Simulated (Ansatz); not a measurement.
**Geometry relaxation of Be₁₆H (part 2 of 2)**

Continued. System: Be₁₆H (defect cell, 17 atoms in the cell). Method: DFT PBE, scalar-relativistic, plane waves, PAW, no spin polarisation (Ansatz 0.2.0); cutoff 420 eV, 4×4×3 k-mesh, Fermi–Dirac smearing of 0.15 eV. It belongs to a series of runs on one base structure; here: end point B relaxed.

Geometry of the input (Å; fractional positions):
```
-2.2900  -3.9664  0.0000
3.4350  -1.9832  0.0000
0.0000  0.0000  7.1769
Be 0.7500  0.5000  0.0000
Be 0.5000  0.3333  0.2500
Be 0.7500  0.5000  0.5000
Be 0.5000  0.3333  0.7500
Be 0.5000  0.0000  0.0000
Be 0.2500  0.8333  0.2500
Be 0.5000  0.0000  0.5000
Be 0.2500  0.8333  0.7500
Be 0.2500  0.5000  0.0000
Be 0.0000  0.3333  0.2500
Be 0.2500  0.5000  0.5000
Be 0.0000  0.3333  0.7500
Be 0.0000  0.0000  0.0000
Be 0.7500  0.8333  0.2500
Be 0.0000  0.0000  0.5000
Be 0.7500  0.8333  0.7500
H  0.5141  0.3333  0.4431
```

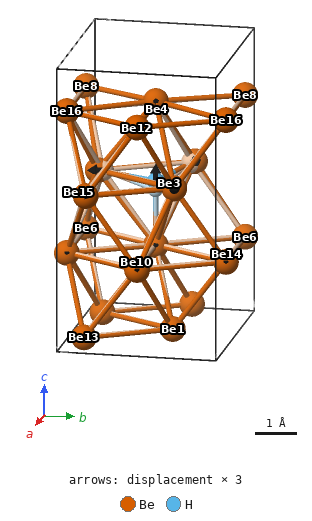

Fig. 1: Start (faint) and end (solid) with the displacements as black arrows, magnified 3 times (ball-and-stick view of the cell of the calculation (origin shifted), seen slightly off an axis). The atom that moves furthest is H17 (0.21 Å). By element the largest moves are H 0.21 Å, Be 0.13 Å. The cell stays as it was. Among the contacts that change: Be2–H17 1.388 → 1.626 Å, Be3–Be7 2.290 → 2.503 Å, Be3–Be11 2.290 → 2.491 Å, Be3–H17 1.331 → 1.455 Å. Among the angles that change: Be2–H17–Be3 110.1° → 97.8°, Be7–H17–Be11 108.4° → 118.4°, Be2–H17–Be7 107.0° → 97.8°. After 4 geometry steps the energy has fallen by 0.329 eV per cell of the calculation. The largest force component goes from 1.8 to 0.012 eV/Å. (Atoms are counted from 1 in the order of the input.)

```
SCF converged after 5 iterations
Free energy (F): -1498.397249 eV
Harris-Foulkes:  -1498.397249 eV  (|F-HF|=5.00e-9)
Internal energy: -1498.262091 eV  (E = F + TS)
E sigma→0 (E₀):  -1498.329670 eV
Entropy (-TS):   -0.135158 eV (-7.950 meV/atom)
Fermi energy:    8.492559 eV
--- Per-component energies (eV) ---
  E_band       = 93.374853
  E_kinetic    = 351.528597
  E_local      = 28.724766  (includes V_loc(G=0)·N_el)
  E_nonlocal   = 72.101999
  E_hartree    = 4.758775
  E_xc         = -325.919139
  E_vxc        = -345.146564  (∫ρ·V_xc dr)
  E_paw        = -953.541804  (= ΣΔE_a)
  E_vpaw       = -23.349983  (= ΣTr[D̂ρ^β])
  E_aug_tail   = -0.001365  (compensation charges beyond the density's cutoff)
  E_ewald      = -675.913919
  E_smearing   = -0.135158  (= −TS)
  E_closure    = 0.000000  (closes the sum)
  Σ components = -1498.397249   (vs F -1498.397249, Δ=0.00e0)
--- Forces (eV/Å), atoms counted from 1 ---
  atom   1  Be     0.00032125    -0.00092608     0.00605825
  atom   2  Be     0.00233578    -0.00123434    -0.00168353
  atom   3  Be    -0.00060620     0.00013309     0.00078262
  atom   4  Be    -0.00030106     0.00333517     0.00244586
  atom   5  Be     0.00163138    -0.00084096     0.00326767
  atom   6  Be     0.00458818     0.00204665     0.00151485
  atom   7  Be     0.00015136     0.00083543     0.00337165
  atom   8  Be     0.00043941     0.00319735    -0.00659850
  atom   9  Be    -0.00342558     0.00014655     0.00638149
  atom  10  Be    -0.00044161    -0.00162183     0.00124465
  atom  11  Be     0.00108148    -0.00352672     0.00084485
  atom  12  Be     0.00328729    -0.00155690    -0.00275214
  atom  13  Be    -0.00961422     0.00407411    -0.00275563
  atom  14  Be    -0.00132545    -0.00435300     0.00102354
  atom  15  Be     0.00175665    -0.00155431     0.00423086
  atom  16  Be     0.00092350     0.00224605    -0.00557321
  atom  17  H     -0.00080603    -0.00040411    -0.01176663
  max |Σ_I F_I| component: 3.66e-5 eV/Å
--- Relaxed structure (5 steps of the walk, 5 accepted, 0 SCFs on fresh bases) ---
  F+E_penalty+E_count = -1498.39724890 eV   max|allowed force component| = 1.177e-2 eV/Å
  atoms:
    - { symbol: Be, position: [0.7513131180893142, 0.49971530290258526, -0.0014364685721760895] }
    - { symbol: Be, position: [0.5007823730718556, 0.3322551776167612, 0.24527060618790159] }
    - { symbol: Be, position: [0.7727369685639351, 0.5136670647007382, 0.49958425892090647] }
    - { symbol: Be, position: [0.5009314680045713, 0.3327598015388258, 0.7549314302299491] }
    - { symbol: Be, position: [0.5008263238308379, -0.0030018253705806075, -0.002107525192049342] }
    - { symbol: Be, position: [0.249222406864464, 0.833267685853028, 0.2465626229517513] }
    - { symbol: Be, position: [0.5008492927236091, -0.03372141984335866, 0.49868764537439136] }
    - { symbol: Be, position: [0.25084794795697285, 0.833522814934015, 0.7477487974252024] }
    - { symbol: Be, position: [0.25026903324599303, 0.4998381241028796, -0.001453301707887159] }
    - { symbol: Be, position: [0.0007631530985802992, 0.3341763376265643, 0.24602476352742197] }
    - { symbol: Be, position: [0.2288174509369452, 0.5135972101947037, 0.4995925083682539] }
    - { symbol: Be, position: [0.0008701789628264706, 0.3338563659139473, 0.7493438523399889] }
    - { symbol: Be, position: [0.0008064425898338522, 0.0007840247465388199, -0.0028559674832718943] }
    - { symbol: Be, position: [0.7523818414273153, 0.8333231200613804, 0.2465590347217785] }
    - { symbol: Be, position: [0.0008204466280253477, 0.011602347408018108, 0.497120202765271] }
    - { symbol: Be, position: [0.7510420081899226, 0.8334727180516217, 0.7477403547383059] }
    - { symbol: H, position: [0.5007852158149974, 0.3308057395623328, 0.47181503540426256] }
```

### Trajectory as extended XYZ (Å, eV, eV/Å), 5 frames, from step=1 to step=5
```
17
Lattice="-2.2900 -3.9664 0.0000 3.4350 -1.9832 0.0000 0.0000 0.0000 7.1769" Properties=species:S:1:pos:R:3:forces:R:3 step=1 energy=-1498.06808
Be    0.0000   -3.9664    0.0000   -0.0073  -0.0303   0.0212
Be    0.0000   -2.6443    1.7942   -0.0029   0.0371  -1.3340
Be    0.0000   -3.9664    3.5884    0.0011  -1.7618   0.4552
Be    0.0000   -2.6443    5.3826    0.0020   0.0076   0.6654
Be   -1.1450   -1.9832    0.0000   -0.0191   0.0168  -0.0452
Be    2.2900   -2.6443    1.7942    0.0580   0.0631  -0.0583
Be   -1.1450   -1.9832    3.5884   -1.1434   0.7111   0.2877
Be    2.2900   -2.6443    5.3826   -0.0250  -0.0218  -0.1288
Be    1.1450   -1.9832    0.0000    0.0274   0.0272   0.0044
Be    1.1450   -0.6611    1.7942   -0.0439  -0.0486  -0.0295
Be    1.1450   -1.9832    3.5884    0.8802   0.5705   0.2075
Be    1.1450   -0.6611    5.3826   -0.0175  -0.0042  -0.0836
Be    0.0000    0.0000    0.0000   -0.0330   0.0136  -0.0107
Be    1.1450   -4.6275    1.7942   -0.0591  -0.1016  -0.0963
Be    0.0000    0.0000    3.5884    0.0482  -0.0950  -0.0396
Be    1.1450   -4.6275    5.3826    0.0025   0.0265  -0.1225
H    -0.0325   -2.6999    3.1803    0.3318   0.5898   0.3073
17
Lattice="-2.2900 -3.9664 0.0000 3.4350 -1.9832 0.0000 0.0000 0.0000 7.1769" Properties=species:S:1:pos:R:3:forces:R:3 step=2 energy=-1498.27449
Be   -0.0037   -3.9730   -0.0004    0.0011   0.0033   0.0277
Be   -0.0012   -2.6432    1.7660   -0.0134  -0.0006  -0.7026
Be    0.0011   -4.0052    3.6002   -0.0272  -0.9921   0.2047
Be   -0.0013   -2.6436    5.4228    0.0016  -0.0028   0.2506
Be   -1.1541   -1.9799   -0.0056   -0.0200   0.0118  -0.0053
Be    2.2923   -2.6416    1.7852    0.0181   0.0225  -0.0447
Be   -1.1791   -1.9608    3.5955   -0.6482   0.3657   0.1146
Be    2.2888   -2.6436    5.3766   -0.0193  -0.0345  -0.0577
Be    1.1479   -1.9797   -0.0020    0.0009  -0.0010   0.0246
Be    1.1427   -0.6664    1.7864   -0.0107   0.0020  -0.0359
Be    1.1799   -1.9589    3.5987    0.4773   0.3007   0.0813
Be    1.1424   -0.6611    5.3834   -0.0079   0.0013  -0.0342
Be   -0.0039   -0.0007   -0.0075    0.0143  -0.0075  -0.0137
Be    1.1393   -4.6372    1.7837   -0.0055  -0.0277  -0.0477
Be    0.0129   -0.0121    3.5819    0.0222  -0.0199  -0.0204
Be    1.1428   -4.6297    5.3769    0.0195   0.0316  -0.0579
H    -0.0192   -2.6829    3.1995    0.1971   0.3472   0.3164
17
Lattice="-2.2900 -3.9664 0.0000 3.4350 -1.9832 0.0000 0.0000 0.0000 7.1769" Properties=species:S:1:pos:R:3:forces:R:3 step=3 energy=-1498.38436
Be   -0.0034   -3.9746    0.0000   -0.0082  -0.0015  -0.0117
Be   -0.0054   -2.6438    1.7468    0.0038  -0.0080  -0.0605
Be   -0.0065   -4.0696    3.6103    0.0156  -0.0294  -0.0744
Be   -0.0032   -2.6466    5.4436    0.0020   0.0009  -0.0342
Be   -1.1625   -1.9770   -0.0107    0.0106  -0.0060   0.0018
Be    2.2941   -2.6374    1.7682   -0.0063  -0.0176   0.0333
Be   -1.2404   -1.9301    3.5987   -0.0341   0.0087  -0.0924
Be    2.2866   -2.6494    5.3699    0.0113   0.0152   0.0164
Be    1.1481   -1.9816   -0.0019   -0.0098   0.0051  -0.0054
Be    1.1431   -0.6653    1.7689    0.0068   0.0023   0.0259
Be    1.2289   -1.9259    3.6076   -0.0280  -0.0638  -0.0788
Be    1.1407   -0.6635    5.3854    0.0065   0.0017   0.0093
Be    0.0011   -0.0048   -0.0207   -0.0102   0.0036   0.0055
Be    1.1385   -4.6419    1.7680    0.0042   0.0190   0.0383
Be    0.0272   -0.0217    3.5711    0.0255  -0.0009   0.0026
Be    1.1440   -4.6305    5.3702   -0.0032  -0.0061   0.0183
H    -0.0034   -2.6558    3.2658    0.0136   0.0768   0.2059
17
Lattice="-2.2900 -3.9664 0.0000 3.4350 -1.9832 0.0000 0.0000 0.0000 7.1769" Properties=species:S:1:pos:R:3:forces:R:3 step=4 energy=-1498.39307
Be   -0.0047   -3.9708   -0.0122    0.0003  -0.0044  -0.0201
Be   -0.0053   -2.6459    1.7479   -0.0024  -0.0007   0.0777
Be   -0.0060   -4.0802    3.5748    0.0014  -0.0892   0.0292
Be   -0.0056   -2.6447    5.4164    0.0034  -0.0056  -0.0569
Be   -1.1564   -1.9813   -0.0160   -0.0179   0.0097  -0.0168
Be    2.2925   -2.6430    1.7675   -0.0075   0.0008   0.0047
Be   -1.2644   -1.9194    3.5694   -0.0144   0.0103   0.0320
Be    2.2894   -2.6461    5.3642   -0.0061  -0.0108  -0.0016
Be    1.1416   -1.9841   -0.0119    0.0138   0.0030  -0.0209
Be    1.1462   -0.6668    1.7629   -0.0030   0.0060   0.0033
Be    1.2401   -1.9302    3.5745    0.0658   0.0641   0.0308
Be    1.1484   -0.6670    5.3758   -0.0136   0.0052  -0.0082
Be   -0.0035   -0.0028   -0.0224    0.0262  -0.0109   0.0006
Be    1.1397   -4.6365    1.7676    0.0031   0.0012   0.0060
Be    0.0416   -0.0282    3.5665   -0.0217   0.0090  -0.0026
Be    1.1433   -4.6310    5.3638   -0.0011   0.0020   0.0000
H    -0.0094   -2.6416    3.4524   -0.0265   0.0103  -0.0571
17
Lattice="-2.2900 -3.9664 0.0000 3.4350 -1.9832 0.0000 0.0000 0.0000 7.1769" Properties=species:S:1:pos:R:3:forces:R:3 step=5 energy=-1498.39725
Be   -0.0040   -3.9710   -0.0103    0.0003  -0.0009   0.0061
Be   -0.0055   -2.6452    1.7603    0.0023  -0.0012  -0.0017
Be   -0.0051   -4.0837    3.5854   -0.0006   0.0001   0.0008
Be   -0.0041   -2.6468    5.4180   -0.0003   0.0033   0.0024
Be   -1.1572   -1.9805   -0.0151    0.0016  -0.0008   0.0033
Be    2.2916   -2.6410    1.7695    0.0046   0.0020   0.0015
Be   -1.2628   -1.9197    3.5790    0.0002   0.0008   0.0034
Be    2.2887   -2.6480    5.3665    0.0004   0.0032  -0.0066
Be    1.1438   -1.9839   -0.0104   -0.0034   0.0001   0.0064
Be    1.1461   -0.6658    1.7657   -0.0004  -0.0016   0.0012
Be    1.2402   -1.9261    3.5855    0.0011  -0.0035   0.0008
Be    1.1448   -0.6656    5.3779    0.0033  -0.0016  -0.0028
Be    0.0008   -0.0048   -0.0205   -0.0096   0.0041  -0.0028
Be    1.1395   -4.6369    1.7695   -0.0013  -0.0044   0.0010
Be    0.0380   -0.0263    3.5678    0.0018  -0.0016   0.0042
Be    1.1431   -4.6319    5.3664    0.0009   0.0022  -0.0056
H    -0.0105   -2.6424    3.3862   -0.0008  -0.0004  -0.0118
```
